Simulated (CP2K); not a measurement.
**One shape, several levels: Si2H5O− (SMILES [SiH2-]O[SiH3])**

Aim: a comparison of 3 runs (AM1, PM3, MNDOD) of Si2H5O−. 

The calculation is run with CP2K 2026.2.

### Step 1. The system as given

Si2H5O− has 8 atoms, charge -1, and is taken as a singlet. As SMILES, `[SiH2-]O[SiH3]`. The shape is that of a GFN2-xTB optimisation. This is one conformer, not always the lowest.

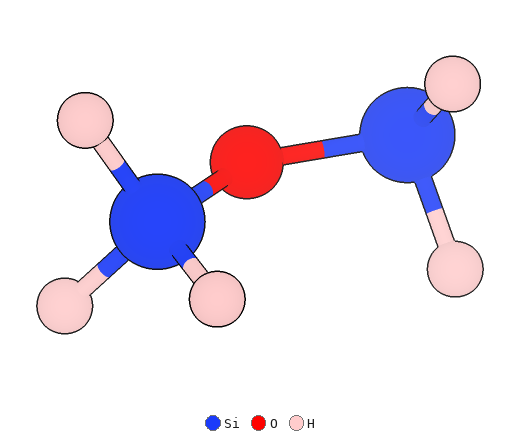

The structure, seen from a chosen angle (silicon blue, oxygen red, hydrogen pink).

### Step 2. A single-point energy at AM1 (run 1)

mol.inp

```
&FORCE_EVAL
    METHOD QUICKSTEP
    &DFT
        CHARGE -1
        MULTIPLICITY 1
        &QS
            METHOD AM1
            EPS_DEFAULT 1.0E-10
            &SE
                &COULOMB
                    CUTOFF [angstrom] 50
                    RC_RANGE [angstrom] 0
                &END
                &EXCHANGE
                    CUTOFF [angstrom] 50
                    RC_RANGE [angstrom] 0
                &END
            &END
        &END
        &POISSON
            PERIODIC NONE
            POISSON_SOLVER ANALYTIC
        &END
        &SCF
            SCF_GUESS ATOMIC
            EPS_SCF 1.0E-07
            MAX_SCF 150
            ADDED_MOS 2
            EPS_DIIS 0.01
            &DIAGONALIZATION
                ALGORITHM STANDARD
            &END
            &MIXING
                METHOD DIRECT_P_MIXING
                ALPHA 0.4
            &END
        &END
        &PRINT
            &MOMENTS
                PERIODIC F
                REFERENCE COM
                MAX_MOMENT 1
            &END
            &MO ON
                ENERGIES T
                OCCUPATION_NUMBERS T
                NDIGITS 6
                &EACH
                    QS_SCF 0
                &END
                ADD_LAST NUMERIC
            &END
            &HIRSHFELD OFF
            &END
        &END
    &END
    &SUBSYS
        &CELL
            ABC [angstrom] 15.4 15.9 16.2
            PERIODIC NONE
        &END
        &COORD
            Si    -1.594570     0.686780    -1.042090
            O     -0.672910    -0.455190    -0.059600
            Si     0.689930    -0.684420     0.659530
            H     -0.565370     0.928600    -2.116000
            H     -1.346610     1.932410    -0.231050
            H      1.223260    -2.009660     0.261750
            H      0.496230    -0.691210     2.131730
            H      1.770030     0.292690     0.395720
        &END
        &TOPOLOGY
            &CENTER_COORDINATES
            &END
        &END
    &END
&END

&GLOBAL
    PROJECT mol
    RUN_TYPE ENERGY
    PRINT_LEVEL MEDIUM
&END
```

Started as:

```sh
$ OMP_NUM_THREADS=1 cp2k.psmp -i mol.inp -o mol.out
```

What it wrote:

```text
CP2K| version string:                                       CP2K version 2026.2
[...]
 GLOBAL| Method name                                                        CP2K
[...]
 GLOBAL| Run type                                                         ENERGY
[...]
                             - Atoms:                                          8
[...]
                             - Spherical basis functions:                     17
[...]
 Number of electrons:                                                         20
[...]
     1 P_Mix/Diag. 0.40E+00    0.0     0.79292026       -17.0966908704 -1.71E+01
[...]
    28 DIIS/Diag.  0.92E-07    0.0     0.00000007       -20.4813548832 -1.10E-13
  *** SCF run converged in    28 steps ***
  Core-core repulsion energy [eV]:                            844.88520791821838
  Core Hamiltonian energy [eV]:                              -893.86860145299931
  Two-electron integral energy [eV]:                        -1016.68523218777648
  Electronic energy [eV]:                                   -1402.21121754688761
  Total energy [eV]:                                         -557.32600962866923
  Atomic reference energy [eV]:                               554.36511315234634
  Heat of formation [kcal/mol]:                               -68.27990022734861
[...]
 SE_DIPOLE| Moment [Debye]         -3.73907069       1.81982041      -2.53948799
 SE_DIPOLE| Derivative [a.u.]       0.00000000       0.00000000       0.00000000
 ENERGY| Total FORCE_EVAL ( QS ) energy [hartree]            -20.481354883183840
[...]
```

Run time: 0.42 s. Hardware: 1 thread of Arm Neoverse N1, shared host; peak memory 0.14 GiB.

### Step 3. Energy and gradient at PM3 (run 2)

qs.inp

```
&GLOBAL
  PROJECT_NAME qs
  RUN_TYPE ENERGY_FORCE
  PRINT_LEVEL MEDIUM
&END GLOBAL

&FORCE_EVAL
  METHOD Quickstep
  &DFT
    CHARGE -1
    &QS
      METHOD PM3
      EPS_DEFAULT 1.0E-12
      &SE
        &COULOMB
          CUTOFF [angstrom] 50
          RC_RANGE [angstrom] 0
        &END COULOMB
        &EXCHANGE
          CUTOFF [angstrom] 50
          RC_RANGE [angstrom] 0
        &END EXCHANGE
      &END SE
    &END QS
    &POISSON
      PERIODIC NONE
      POISSON_SOLVER ANALYTIC
    &END POISSON
    &SCF
      SCF_GUESS ATOMIC
      EPS_SCF 1.0E-07
      MAX_SCF 96
      &DIAGONALIZATION
        ALGORITHM STANDARD
      &END DIAGONALIZATION
      &MIXING
        METHOD DIRECT_P_MIXING
        ALPHA 0.2
      &END MIXING
    &END SCF
    &PRINT
      &MOMENTS
        PERIODIC F
        REFERENCE COM
        MAX_MOMENT 1
      &END MOMENTS
      &MO ON
        ENERGIES T
        OCCUPATION_NUMBERS T
        NDIGITS 6
        &EACH
          QS_SCF 0
        &END EACH
        ADD_LAST NUMERIC
      &END MO
      &HIRSHFELD OFF
      &END HIRSHFELD
    &END PRINT
  &END DFT
  &SUBSYS
    &CELL
      ABC 19.4 19.9 20.2
      PERIODIC NONE
    &END CELL
    &COORD
      Si    -1.594570     0.686780    -1.042090
      O     -0.672910    -0.455190    -0.059600
      Si     0.689930    -0.684420     0.659530
      H     -0.565370     0.928600    -2.116000
      H     -1.346610     1.932410    -0.231050
      H      1.223260    -2.009660     0.261750
      H      0.496230    -0.691210     2.131730
      H      1.770030     0.292690     0.395720
    &END COORD
    &TOPOLOGY
      &CENTER_COORDINATES
      &END CENTER_COORDINATES
    &END TOPOLOGY
  &END SUBSYS
  &PRINT
    &FORCES ON
    &END FORCES
  &END PRINT
&END FORCE_EVAL
```

Started as:

```sh
$ OMP_NUM_THREADS=1 cp2k.psmp qs.inp > qs.out
```

What it wrote:

```text
CP2K| version string:                                       CP2K version 2026.2
[...]
 GLOBAL| Method name                                                        CP2K
[...]
 GLOBAL| Run type                                                   ENERGY_FORCE
[...]
                             - Atoms:                                          8
[...]
                             - Spherical basis functions:                     17
[...]
 Number of electrons:                                                         20
[...]
     1 P_Mix/Diag. 0.20E+00    0.0     0.80754542       -15.5809521005 -1.56E+01
[...]
    22 DIIS/Diag.  0.72E-07    0.0     0.00000009       -19.0028756056 -1.67E-12
  *** SCF run converged in    22 steps ***
  Core-core repulsion energy [eV]:                            739.27933348236604
  Core Hamiltonian energy [eV]:                              -815.16250320296513
  Two-electron integral energy [eV]:                         -882.42274552207823
  Electronic energy [eV]:                                   -1256.37387596400436
  Total energy [eV]:                                         -517.09454248163820
  Atomic reference energy [eV]:                               513.56521365234630
  Heat of formation [kcal/mol]:                               -81.38826273076231
[...]
 SE_DIPOLE| Moment [Debye]         -5.71753659       1.82801372      -3.37419698
 SE_DIPOLE| Derivative [a.u.]       0.00000000       0.00000000       0.00000000
 ENERGY| Total FORCE_EVAL ( QS ) energy [hartree]            -19.002875605573120
 FORCES| Atomic forces [hartree/bohr]
 FORCES|   Atom     x               y               z               |f|
 FORCES|      1  2.48690455E-02 -3.43871212E-02  2.86489121E-02   5.12025750E-02
 FORCES|      2 -9.37462690E-02  2.38095966E-02 -5.34279230E-02   1.10497976E-01
 FORCES|      3  4.74198105E-02 -1.07514314E-03  2.21324188E-02   5.23415544E-02
 FORCES|      4  3.41184431E-03  6.31509941E-03 -8.16386819E-03   1.08705982E-02
 FORCES|      5 -1.14309901E-04  1.07291184E-02  4.55949374E-04   1.07394105E-02
 FORCES|      6  6.64089494E-03 -9.32701323E-03  4.19282128E-04   1.14573321E-02
 FORCES|      7  2.45130054E-03 -1.76681047E-03  1.04680544E-02   1.08954420E-02
 FORCES|      8  9.06768308E-03  5.70227366E-03 -5.32825620E-04   1.07248638E-02
 FORCES| Sum     9.02056208E-17 -2.63677968E-16 -1.45716772E-16
 FORCES| Total atomic force                                       3.14478143E-16
[...]
```

It took 0.4 s on 1 thread of Arm Neoverse N1, shared host; peak memory 0.14 GiB.

### Step 4. A single-point energy at MNDOD (run 3)

calc.inp

```
&global
 project_name calc
 run_type ENERGY
 print_level MEDIUM
&end global
&force_eval
 method QUICKSTEP
 &dft
  charge -1
  &qs
   method MNDOD
   eps_default 1.0E-10
   &se
    &coulomb
     cutoff [angstrom] 50
     rc_range [angstrom] 0
    &end coulomb
    &exchange
     cutoff [angstrom] 50
     rc_range [angstrom] 0
    &end exchange
   &end se
  &end qs
  &poisson
   periodic NONE
   poisson_solver ANALYTIC
  &end poisson
  &scf
   scf_guess MOPAC
   eps_scf 1.0E-07
   max_scf 77
   added_mos 2
   &diagonalization
    algorithm STANDARD
   &end diagonalization
   &mixing
    method DIRECT_P_MIXING
    alpha 0.4
   &end mixing
  &end scf
  &print
   &moments
    periodic F
    reference COM
    max_moment 1
   &end moments
   &mo ON
    energies T
    occupation_numbers T
    ndigits 6
    &each
     qs_scf 0
    &end each
    add_last NUMERIC
   &end mo
   &hirshfeld OFF
   &end hirshfeld
  &end print
 &end dft
 &subsys
  &cell
   abc 11.4 11.9 12.2
   periodic NONE
  &end cell
  &coord
   UNIT bohr
   Si    -3.0133006     1.2978261    -1.9692647
   O     -1.2716156    -0.8601844    -0.1126277
   Si     1.3037787    -1.2933664     1.2463311
   H     -1.0683945     1.7547997    -3.9986605
   H     -2.5447241     3.6517257    -0.4366212
   H      2.3116264    -3.7977070     0.4946358
   H      0.9377388    -1.3061976     4.0283859
   H      3.3448719     0.5531039     0.7478024
  &end coord
  &topology
   &center_coordinates
   &end center_coordinates
  &end topology
 &end subsys
&end force_eval
```

Started as:

```sh
$ OMP_NUM_THREADS=1 cp2k.psmp -i calc.inp > calc.out 2>&1
```

What it wrote:

```text
CP2K| version string:                                       CP2K version 2026.2
[...]
 GLOBAL| Method name                                                        CP2K
[...]
 GLOBAL| Run type                                                         ENERGY
[...]
                             - Atoms:                                          8
[...]
                             - Spherical basis functions:                     27
[...]
 Number of electrons:                                                         20
[...]
     1 P_Mix/Diag. 0.40E+00    0.0     0.74307657       -16.0925834741 -1.61E+01
[...]
    20 DIIS/Diag.  0.39E-07    0.0     0.00000005       -20.8573653750  0.00E+00
  *** SCF run converged in    20 steps ***
  Core-core repulsion energy [eV]:                            876.72558327433660
  Core Hamiltonian energy [eV]:                              -905.08169217199668
  Two-electron integral energy [eV]:                        -1078.40333311365998
  Electronic energy [eV]:                                   -1444.28335872882690
  Total energy [eV]:                                         -567.55777545449018
  Atomic reference energy [eV]:                               564.30351655234642
  Heat of formation [kcal/mol]:                               -75.04499901607025
[...]
 SE_DIPOLE| Moment [Debye]         -1.82230059       2.36695492      -2.02180601
 SE_DIPOLE| Derivative [a.u.]       0.00000000       0.00000000       0.00000000
 ENERGY| Total FORCE_EVAL ( QS ) energy [hartree]            -20.857365374960271
[...]
```

It took 0.4 s on 1 thread of Arm Neoverse N1, shared host; peak memory 0.14 GiB.

### Step 5. Overview of the runs

```tsv
run	level	task	iteration cap	energy (Eh)	HOMO energy (eV)	LUMO energy (eV)	HOMO–LUMO gap (eV)	wall time
1	AM1	energy	150	-20.481355	-1.69	5.82	7.51	0.42 s
2	PM3	gradient	96	-19.002876	-2.31	–	–	0.4 s
3	MNDOD	energy	77	-20.857365	-2.38	6.05	8.43	0.4 s
```

### Step 6. Results

| quantity | value |
| --- | --- |
| run 3: total energy | -20.85737 Eh |
| run 3: HOMO energy | -2.38 eV |
| run 3: LUMO energy | 6.05 eV |
| run 3: HOMO–LUMO gap | 8.43 eV |
| run 3: heat of formation | -75.0 kcal/mol |

Force-field and semi-empirical energies have zeros of their own, so their totals don't compare. All runs together took 1.2 s, the longest 0.42 s.
